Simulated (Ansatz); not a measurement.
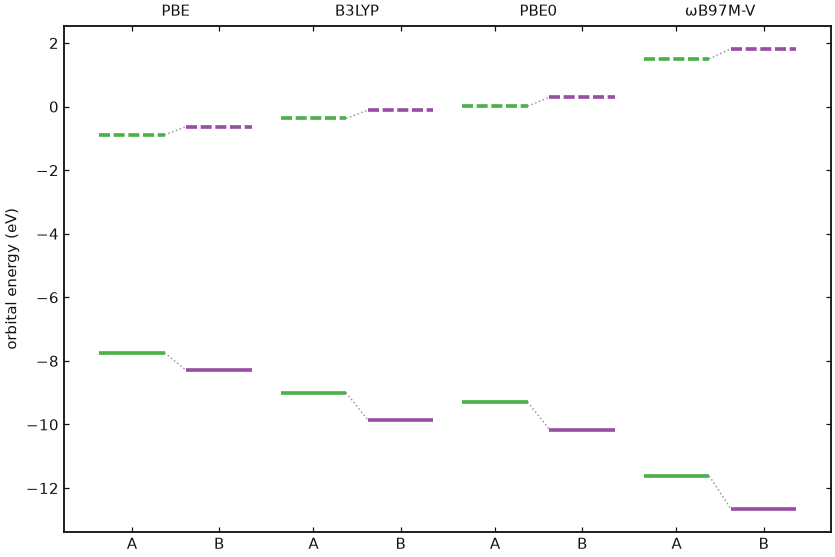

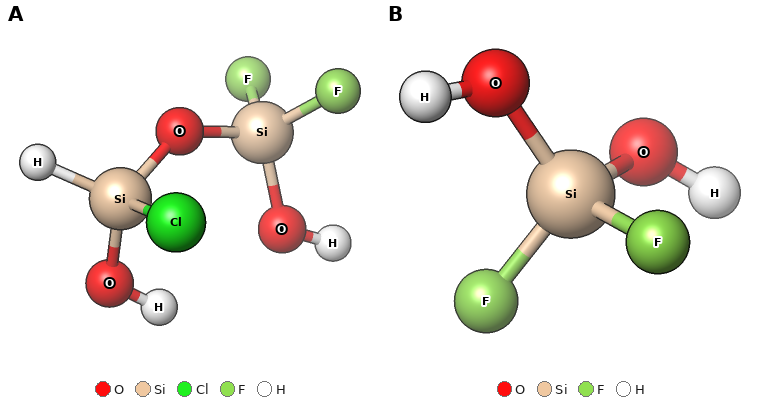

One change: A, Si₂H₃O₃ClF₂ (SMILES O[Si@@H](Cl)O[Si](O)(F)F), becomes B, SiH₂O₂F₂ (SMILES O[Si](O)(F)F). SiH₂OCl (bound through Si) on O is replaced by H. HOMO (solid) and LUMO (dashed) computed in def2-TZVPP at PBE0-D4/def2-TZVP geometries, both minima by their frequencies, gas phase, the Ansatz code. Empty levels above zero depend strongly on the basis.

Question: What does the change do to HOMO and LUMO?

Answer: PBE: the HOMO falls by 0.56 eV, the LUMO rises by 0.27 eV, and the separation goes from 6.85 to 7.67 eV. B3LYP: the HOMO falls by 0.86 eV, the LUMO rises by 0.26 eV, and the separation goes from 8.62 to 9.75 eV. PBE0: the HOMO falls by 0.86 eV, the LUMO rises by 0.29 eV, and the separation goes from 9.31 to 10.46 eV. ωB97M-V: the HOMO falls by 1.04 eV, the LUMO rises by 0.32 eV, and the separation goes from 13.12 to 14.47 eV.

Question: Do the functionals agree on the effect?

Answer: They agree on the direction for both levels; the HOMO shift lies between −1.04 and −0.56 eV and the LUMO shift between 0.26 and 0.32 eV, while the separations themselves differ by up to 6.8 eV between functionals.

Known limits of this run: one conformer of each flexible molecule.
